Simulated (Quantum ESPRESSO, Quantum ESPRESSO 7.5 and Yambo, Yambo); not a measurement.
# KI (Fm-3m): a self-consistent loop beyond G0W0, cycle by cycle

Aim: iterate the self-energy on KI (Fm-3m) and follow the gap from cycle to cycle.

Program: Quantum ESPRESSO 7.5 and Yambo 5.3.0. Level of theory: PBE and many-body steps on it, plane waves. Results are calculated unless marked as measured.

## Step 1: Starting point

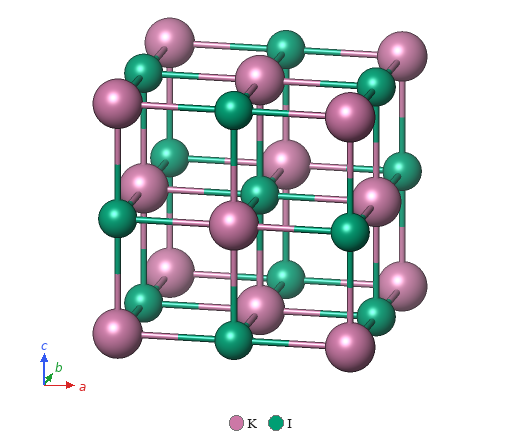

The starting structure, seen slightly off an axis (potassium pink, iodine teal). This picture shows the conventional cell, with its axes. Some periodic images of atoms are drawn too.

Structure file:

```cif
data_structure
_symmetry_space_group_name_H-M 'P 1'
_symmetry_Int_Tables_number 1
_cell_length_a 4.9961
_cell_length_b 4.9961
_cell_length_c 4.9961
_cell_angle_alpha 60.000
_cell_angle_beta 60.000
_cell_angle_gamma 60.000
_cell_volume 88.18
loop_
_atom_site_label
_atom_site_type_symbol
_atom_site_fract_x
_atom_site_fract_y
_atom_site_fract_z
_atom_site_occupancy
K1 K 0.00000 0.00000 0.00000 1
I2 I 0.50000 0.50000 0.50000 1
```

The cell and positions come from the Crystallography Open Database and are kept as given unless a step says otherwise. Spin-orbit coupling is left out unless a step names it.

## Step 2: Empty states on the mesh, 4×4×4 mesh, 147 bands

This step: Quantum ESPRESSO 7.5; DFT, PBE, plane waves, norm-conserving pseudopotentials.

The sums over transitions need many empty states on a uniform mesh; this step solves for them.

Input file pw.in:

```
&control
  calculation = 'nscf'
  prefix = 'x'
  outdir = 'o'
  pseudo_dir = 'pseudo'
/
&system
  ibrav = 0
  nat = 2
  ntyp = 2
  ecutwfc = 76.0
  nbnd = 147
  force_symmorphic = .true.
/
&electrons
  conv_thr = 1e-9
  electron_maxstep = 80
  diago_full_acc = .true.
  diago_thr_init = 5e-6
/
ATOMIC_SPECIES
  K 39.098 K.upf
  I 126.9 I.upf
CELL_PARAMETERS angstrom
  0.0000000000 3.5327750000 3.5327750000
  3.5327750000 0.0000000000 3.5327750000
  3.5327750000 3.5327750000 -0.0000000000
ATOMIC_POSITIONS crystal
  K 0.0000000000 0.0000000000 0.0000000000
  I 0.5000000000 0.5000000000 0.5000000000
K_POINTS automatic
  4 4 4 0 0 0
```

Launch:

```
OMP_NUM_THREADS=1 mpirun -n 16 pw.x -nk 4 -in pw.in > pw.out
```

The log of the run:

```text
Program PWSCF v.7.5 starts

     This program is part of the open-source Quantum ESPRESSO suite
     for quantum simulation of materials; please cite
         "P. Giannozzi et al., J. Phys.:Condens. Matter 21 395502 (2009);
         "P. Giannozzi et al., J. Phys.:Condens. Matter 29 465901 (2017);
         "P. Giannozzi et al., J. Chem. Phys. 152 154105 (2020);
     in publications or presentations arising from this work. More details at

     Atomic positions and unit cell read from directory:
     o/x.save/

     Message from routine setup:
[...]
41.5888  42.7574  42.7574  43.4954  43.4954  43.5600  43.5600  43.5875
     [... 7 further rows ...]
    68.8451  68.8451  69.9535  69.9830  69.9830  70.1362  71.7432  71.7432
    72.7317  72.7317  73.0523

          k = 0.3536 0.0000 0.0000 (  6643 PWs)   bands (ev):

     [... further k-points ...]

     highest occupied, lowest unoccupied level (ev):     2.8348    6.8023

     XML data file, pseudopotentials, collected wavefunctions

=------------------------------------------------------------------------------=
   JOB DONE.
=------------------------------------------------------------------------------=
```

Wall time 6.1 s (16 MPI ranks of Intel Xeon 6975P-C (Granite Rapids), shared host); peak memory 1.2 GiB.

Numbers from this step:

```
gap                                                           : 3.968 eV
k of the valence top                                          : 0, 0, 0
k of the conduction bottom                                    : 0, 0, 0
least direct gap                                              : 3.968 eV
k points computed                                             : 8
lowest point of the top converged band, above the valence top : 67.9421 eV
```

On this mesh the gap is 3.968 eV.

The density comes from a self-consistent run that is not shown.

## Step 3: Conversion and set-up

This step: Yambo 5.3.0; conversion and set-up on PBE, plane waves, norm-conserving pseudopotentials.

The states are converted to the many-body program's format and the q mesh is built.

Launch:

```
(cd o/x.save; p2y > p2y.log; mv SAVE ../..); yambo > setup.log
```

The log of the run:

```text
 Yambo, version 5.3.0

 [02] CORE Variables Setup
 =========================

  [02.01] Unit cells
  ==================

  Cell kind             :  FCC
  Atoms in the cell     :  K  I
  number of K  atoms    :  1
  number of I  atoms    :  1

  List of atomic masses
  Mass of K     :  39.09800
  Mass of I     :  126.9000

  List of atomic coordinates    : [cc]
  K1       :  0.000000  0.000000  0.000000  order 1
  I1       :  6.675977  6.675977  6.675977  order 2

  Alat factors          :  6.675977  6.675977  6.675977 [a.u.]
  Direct lattice volume :  595.0789 [a.u.]
[...]
==========================================

 IBZ Q-points                                      :   8
 BZ  Q-points                                      :   64

 K/Q-points units:
 rlu = crystal or reduced units; cc = cartesian coordinates; iku = interal k-units

 Q [1]          [rlu]:  0.000000  0.000000  0.000000
 Q [2]          [rlu]: -0.66843E-18 -0.66843E-18  0.25000
 Q [3]          [rlu]:  0.13369E-17  0.13369E-17 -0.50000
[...]
Q [7]          [rlu]: -0.40852E-17 -0.50000     -0.50000
 Q [8]          [rlu]:  0.250000 -0.500000 -0.250000

  [03.01] X indexes
  =================

   [03.01.01] Sigma indexes
   ========================

 [06] Game Over & Game summary
```

Wall time 3.4 s (1 MPI rank); peak memory 0.26 GiB.

## Step 4: G0W0

G0W0 replaces the xc potential by the self-energy, built once from these orbitals. Only a window of levels is corrected, while the sums run over the empty bands that the input names.

This step: G0W0 on PBE, plane waves, norm-conserving pseudopotentials.

Input file gw1.in:

```
HF_and_locXC
gw0
dyson
ppa
em1d
rim_cut
RandQpts= 1000000
RandGvec= 1 RL
EXXRLvcs= 76 Ry
VXCRLvcs= 304 Ry
Chimod= "HARTREE"
% BndsRnXp
 1 | 147 |
%
NGsBlkXp= 11 Ry
% LongDrXp
 1 | 1 | 1 |
%
% GbndRnge
 1 | 147 |
%
DysSolver= "n"
ExtendOut
PPAPntXp= 27.21138 eV
% QPkrange
 1 | 1 | 16 | 19 |
%
```

Launch:

```
OMP_NUM_THREADS=1 mpirun -n 16 yambo -F gw1.in -J gw1 -C gw1 > gw1.log
```

The log of the run:

```text
 Yambo, version 5.3.0

 [02] CORE Variables Setup
 =========================

  [... cell, symmetries and grids as in the set-up ...]

  [02.05] Energies & Occupations
  ==============================

  [X] === General ===
  [X] Electronic Temperature                        :  0.000000  0.000000 [eV K]
  [X] Bosonic    Temperature                        :  0.000000  0.000000 [eV K]
  [X] Finite Temperature mode                       : no
  [X] El. density                                   :  0.38557E+24 [cm-3]
  [X] Fermi Level                                   :  2.834754 [eV]

  [X] === Gaps and Widths ===
  [X] Conduction Band Min                           :  3.967594 [eV]
  [X] Valence Band Max                              :  0.000000 [eV]
  [X] Filled Bands                                  :  17
  [X] Empty Bands                                   :   18  147
  [X] Direct Gap                                    :  3.967594 [eV]
  [X] Direct Gap localized at k                     :  1
  [X] Indirect Gap                                  :  3.967594 [eV]
  [X] Indirect Gap between kpts                     :  1  1
  [X] Last valence band width                       :  0.596217 [eV]
  [X] 1st conduction band width                     :  2.515618 [eV]

 [03] Transferred momenta grid and indexing
 ==========================================

 IBZ Q-points                                      :   8
 BZ  Q-points                                      :   64

 K/Q-points units:
 rlu = crystal or reduced units; cc = cartesian coordinates; iku = interal k-units

 Q [1]          [rlu]:  0.000000  0.000000  0.000000
 Q [2]          [rlu]: -0.66843E-18 -0.66843E-18  0.25000
 Q [3]          [rlu]:  0.13369E-17  0.13369E-17 -0.50000
 Q [4]          [rlu]:  0.20426E-17  0.25000      0.25000
 Q [5]          [rlu]:  0.31425E-16  0.25000      0.50000
 Q [6]          [rlu]:  0.13369E-17  0.25000     -0.25000
 Q [7]          [rlu]: -0.40852E-17 -0.50000     -0.50000
 Q [8]          [rlu]:  0.250000 -0.500000 -0.250000

 [04] Coloumb potential Random Integration (RIM)
 ===============================================

  [04.01] RIM initialization
  ==========================

  * Diagonal components only detected *

  8 x (sBL volume)        :  0.052104 [a.u.]
  sBZ random points       :  1000000
  Points outside the sBZ  :   7968281
  RL volume               :  0.416836 [a.u.]
  Integrated volume       :  0.418495 [a.u.]

  [04.02] RIM integrals
  =====================

  Gamma point sphere radius             :  0.067750 [a.u.]
  Points outside the sphere             :   800476
  [Int_sBZ(q=0) 1/q^2]*(Vol_sBZ)^(-1/3) =:  7.776341
                                 should be <:  7.795600

  Summary of Coulomb integrals for non-metallic bands |Q|[au] RIM/Bare

  Q [1] 0.100000E-4 0.997530 * Q [2] 0.203768 1.068480
  Q [4] 0.235291 1.066792 * Q [6] 0.332752 1.029814
  Q [5] 0.390186 1.022655 * Q [3] 0.407536 1.020683
  Q [7] 0.470582 1.017590 * Q [8] 0.526126 1.014612

 [05] Dipoles
 ============

  [05.01] Setup: observables and procedures
  =========================================

 [06] Dynamic Dielectric Matrix (PPA)
 ====================================

 [SLK-Inversion]  Pools        :   4
 [SLK-Inversion]  BLACS grid   :  2  2

 [WR./gw1//ndb.pp]---------------------------------------------------------------
  Brillouin Zone Q/K grids (IBZ/BZ)                :    8   64    8   64
  RL vectors                                       :   7799 [WF]
  Coulomb cutoff potential                         : none
  Electronic Temperature                           :  0.000000 [K]
  Bosonic    Temperature                           :  0.000000 [K]
  PPA    diel. fun.  energies                      : Perdew, Burke & Ernzerhof(X)+Perdew, Burke & Ernzerhof(C)
  wavefunctions                                    : Perdew, Burke & Ernzerhof(X)+Perdew, Burke & Ernzerhof(C)
  Global Gauge                                     : length
  X matrix size                                    :   387
  X band range                                     :    1  147
  X e/h energy range                               : -1.000000 -1.000000 [eV]
  X Time ordering                                  : R
  X Hxc Kernel                                     : HARTREE
  X Drude frequency                                :  0.000000  0.000000
  X poles                                          :  100.0000 [o/o]
  RL vectors in the sum                            :   7799
  [r,Vnl] included                                 : yes
  Field direction                                  :  0.577350E-5  0.577350E-5  0.577350E-5
  BZ energy Double Grid                            : no
  BZ energy DbGd points                            : 0
  BZ Q point size factor                           : -1.000000
  X Optical Averaged directions                    : none

 [07] Local Exchange-Correlation + Non-Local Fock
 ================================================

 [VXC] Plane waves :   53377
 [EXS] Plane waves :   6735

 QP @ state[ 1 ] K range:  1  1
 QP @ state[ 1 ] b range:  16  19

 [xc] Functional : Perdew, Burke & Ernzerhof(X)+Perdew, Burke & Ernzerhof(C)
 [xc] LIBXC used to calculate xc functional
  PP Number of Atomic Species                      :  2
  NLCC RL compoments                               :   53377
  PP Number of Atomic Species                      :  2
  NLCC RL compoments                               :   53377

 [xc] E_xc :  -26.22147 [Ha]
      E_xc :  -52.44295 [Ry]

  Local XC kind (lXC) : Perdew, Burke & Ernzerhof(X)+Perdew, Burke & Ernzerhof(C)
  Non-Local XC kind (nlXC) : Hartree-Fock

  Corrections @ K [1] :  [eV]
 <16|nlXC|16> = -16.25155  0.26209E-17 <16|lXC|16> = -13.18414  0.000000
 <17|nlXC|17> = -16.25154  0.20504E-17 <17|lXC|17> = -13.18414  0.000000
 <18|nlXC|18> = -3.749263 -0.18192E-17 <18|lXC|18> = -7.190470 -0.18882E-15
 <19|nlXC|19> = -3.670814  0.55658E-18 <19|lXC|19> = -7.985021  0.000000

 [08] Dyson equation: Newton solver
 ==================================

  [08.01] G0W0 (W PPA)
  ====================

  [  GW  ] Bands range     :    1  147
  [GW/PPA] G damping       :  0.100000 [eV]

  QP @ state[ 1 ] K range:  1  1
  QP @ state[ 1 ] b range:  16  19

   Sc/G bands                                       :    1  147
   Sc/G damping                                     :  0.100000 ev
   Sc bands terminator                              : no
   Sx RL components                                 :   6735

   QP @ state[ 1 ] K range                          :  1  1
   QP @ state[ 1 ] b range                          :  16  19
   GF energies kind                                 : Perdew, Burke & Ernzerhof(X)+Perdew, Burke & Ernzerhof(C)
   GF WF`s kind                                     : Perdew, Burke & Ernzerhof(X)+Perdew, Burke & Ernzerhof(C)
   Xs energies kind                                 : Perdew, Burke & Ernzerhof(X)+Perdew, Burke & Ernzerhof(C)
   Xs WF`s kind                                     : Perdew, Burke & Ernzerhof(X)+Perdew, Burke & Ernzerhof(C)

 [11] Game Over & Game summary
```

It took 70 s on 16 MPI ranks; peak memory 7.4 GiB; 18 min of CPU time.

This step gave:

```yaml
g0w0_gap_on_the_points_computed: 6.025 eV
starting_gap_on_the_mesh: 3.968 eV
k_of_the_valence_top: 0, 0, 0
k_of_the_conduction_bottom: 0, 0, 0
least_direct_g0w0_gap_on_the_computed_points: 6.025 eV
z_at_the_valence_top: 0.8264
z_at_the_conduction_bottom: 0.8632
```

The gap on the mesh goes from 3.97 eV to 6.02 eV, a correction of +2.06 eV.

## Step 5: evGW0, cycle 1

This step: evGW0 on PBE, plane waves, norm-conserving pseudopotentials.

gw3.in, as its differences from gw1.in of step 4:

```diff
@@ -25,3 +25,4 @@
 % QPkrange
- 1 | 1 | 16 | 19 |
+ 1 | 8 | 11 | 21 |
 %
+GfnQPdb= "E < ./gw2/ndb.QP"
```

Launch:

```
OMP_NUM_THREADS=1 mpirun -n 16 yambo -F gw3.in -J gw3,gw1_W -C gw3 > gw3.log
```

The log of the run:

```text
 Yambo, version 5.3.0

 [02] CORE Variables Setup
 =========================

  [... cell, symmetries and grids as in the set-up ...]

  [02.05] Energies & Occupations
  ==============================

  [X] === General ===
  [X] Electronic Temperature                        :  0.000000  0.000000 [eV K]
  [X] Bosonic    Temperature                        :  0.000000  0.000000 [eV K]
  [X] Finite Temperature mode                       : no
  [X] El. density                                   :  0.38557E+24 [cm-3]
  [X] Fermi Level                                   :  2.834754 [eV]

  [X] === Gaps and Widths ===
  [X] Conduction Band Min                           :  3.967594 [eV]
  [X] Valence Band Max                              :  0.000000 [eV]
  [X] Filled Bands                                  :  17
  [X] Empty Bands                                   :   18  147
  [X] Direct Gap                                    :  3.967594 [eV]
  [X] Direct Gap localized at k                     :  1
  [X] Indirect Gap                                  :  3.967594 [eV]
  [X] Indirect Gap between kpts                     :  1  1
  [X] Last valence band width                       :  0.596217 [eV]
  [X] 1st conduction band width                     :  2.515618 [eV]

 [03] Transferred momenta grid and indexing
 ==========================================

 IBZ Q-points                                      :   8
 BZ  Q-points                                      :   64

 K/Q-points units:
 rlu = crystal or reduced units; cc = cartesian coordinates; iku = interal k-units

 Q [1]          [rlu]:  0.000000  0.000000  0.000000
 Q [2]          [rlu]: -0.66843E-18 -0.66843E-18  0.25000
 Q [3]          [rlu]:  0.13369E-17  0.13369E-17 -0.50000
[...]
[G+QP] Indirect Gap                               :  6.024700 [eV]
  [G+QP] Indirect Gap between kpts                  :  1  1
  [G+QP] Last valence band width                    :  0.708513 [eV]
  [G+QP] 1st conduction band width                  :  2.898842 [eV]

  [coarse-grid] Minimum Bare Gap        [ev]:  3.967594
  [coarse-grid] Minimum Gap Correction  [ev]:  2.057106

  Eqp @ K [1]
  -189.0643 -131.1238 -131.1238 -131.1238  -46.5044  -46.5044  -46.4946  -46.4946
   -46.4946     -31.0544     -13.4733     -13.4743     -13.4735     -9.82306    -0.164280E-3   0.00000
  -0.297371E-4   6.02467      9.20479      9.20474      9.20490      9.95327      9.95327      13.1465
[...]
Eqp @ K [2]
[...]
Eqp @ K [3]
[...]
Eqp @ K [4]
[...]
Eqp @ K [5]
[...]
[... 2 further k-points ...]
  Eqp @ K [8]
[...]
13.83511  13.83511  16.17204  16.66450  16.66450  19.89049  20.88112  21.27239
   21.27239  22.37027  22.37027  22.95899  23.09175  23.38557  26.34509  26.34509

 [07] Dipoles
 ============

  [07.01] Setup: observables and procedures
  =========================================

 [08] Dynamic Dielectric Matrix (PPA)
 ====================================

   Sc/G bands                                       :    1  147
   Sc/G damping                                     :  0.100000 ev
   Sc bands terminator                              : no
   Sx RL components                                 :   6735

   QP @ state[ 1 ] K range                          :   1   8
   QP @ state[ 1 ] b range                          :  11  21
   GF energies kind                                 : Perdew, Burke & Ernzerhof(X)+Perdew, Burke & Ernzerhof(C)+ E < ./gw2/ndb.QP + @E Fit
   GF WF`s kind                                     : Perdew, Burke & Ernzerhof(X)+Perdew, Burke & Ernzerhof(C)
   Xs energies kind                                 : Perdew, Burke & Ernzerhof(X)+Perdew, Burke & Ernzerhof(C)
   Xs WF`s kind                                     : Perdew, Burke & Ernzerhof(X)+Perdew, Burke & Ernzerhof(C)

 [13] Game Over & Game summary
```

It took 9.5 min on 16 MPI ranks; peak memory 9.6 GiB.

Numbers from this step:

| Item | Value |
| --- | --- |
| quasiparticle gap on the mesh | 6.188 eV |
| gap of the density functional on the mesh | 3.968 eV |
| k of the valence top | 0, 0, 0 |
| k of the conduction bottom | 0, 0, 0 |
| least direct quasiparticle gap on the computed points | 6.188 eV |
| Z at the valence top | 0.8338 |
| Z at the conduction bottom | 0.8853 |

Against G0W0 in Yambo (4×4×4 mesh, 147 bands, screening to 149.7 eV, Godby-Needs plasmon pole), the gap moves by +0.163 eV.

The program's own table gives 6.424 eV, which is too large where the input levels are shifted: this version takes Σc at the unshifted level E₀, yet steps from the shifted one. The value above is the Newton step from E₀, E₀ + Z(Σc + Σx − Vxc), rebuilt from the printed columns.

## Step 6: evGW0, cycle 2

The corrected levels of the last cycle go back in.

gw4.in, as its differences from gw3.in of step 5:

```diff
@@ -27,2 +27,2 @@
 %
-GfnQPdb= "E < ./gw2/ndb.QP"
+GfnQPdb= "E < ./gw3_fix/ndb.QP"
```

Launch:

```
OMP_NUM_THREADS=1 mpirun -n 16 yambo -F gw4.in -J gw4,gw1_W -C gw4 > gw4.log
```

The log of the run:

```text
 Yambo, version 5.3.0

 [02] CORE Variables Setup
 =========================

  [... cell, symmetries and grids as in the set-up ...]

  [02.05] Energies & Occupations
  ==============================

  [X] === General ===
  [X] Electronic Temperature                        :  0.000000  0.000000 [eV K]
  [X] Bosonic    Temperature                        :  0.000000  0.000000 [eV K]
  [X] Finite Temperature mode                       : no
  [X] El. density                                   :  0.38557E+24 [cm-3]
[...]
Sx RL components                                 :   6735

   QP @ state[ 1 ] K range                          :   1   8
   QP @ state[ 1 ] b range                          :  11  21
   GF energies kind                                 : Perdew, Burke & Ernzerhof(X)+Perdew, Burke & Ernzerhof(C)+ E < ./gw2/ndb.QP + @E Fit+ E < ./gw3_fix/
   GF WF`s kind                                     : Perdew, Burke & Ernzerhof(X)+Perdew, Burke & Ernzerhof(C)
   Xs energies kind                                 : Perdew, Burke & Ernzerhof(X)+Perdew, Burke & Ernzerhof(C)
   Xs WF`s kind                                     : Perdew, Burke & Ernzerhof(X)+Perdew, Burke & Ernzerhof(C)

 [13] Game Over & Game summary
```

Run time: 9.3 min. Hardware: 16 MPI ranks; peak memory 9.6 GiB.

This step gave:

| Quantity | Value |
| --- | --- |
| quasiparticle gap on the mesh | 6.201 eV |
| gap of the density functional on the mesh | 3.968 eV |
| k of the valence top | 0, 0, 0 |
| k of the conduction bottom | 0, 0, 0 |
| least direct quasiparticle gap on the computed points | 6.201 eV |

Against the cycle before, the gap moves by +0.014 eV.

The program's own table gives 6.452 eV, which is too large where the input levels are shifted: this version takes Σc at the unshifted level E₀, yet steps from the shifted one. The value above is the Newton step from E₀, E₀ + Z(Σc + Σx − Vxc), rebuilt from the printed columns.

(Part 1 of 2 ends here.)

[Paths, hosts, dates, memory and timing lines, banners, echoed tables and standing remarks are left out of the program output.]

[Logs are printed without paths, hosts, clocks, repeated set-up lines and the standing remarks that a program may print on its own settings, such as how far it seeks lower states.]

[Runs of the session that timed out or met a known fault of the program may be left out.]

[Hosts, paths, dates, database ids (printed as entryN), source tags and the programs' standing remarks are cut or masked in the printed files.]
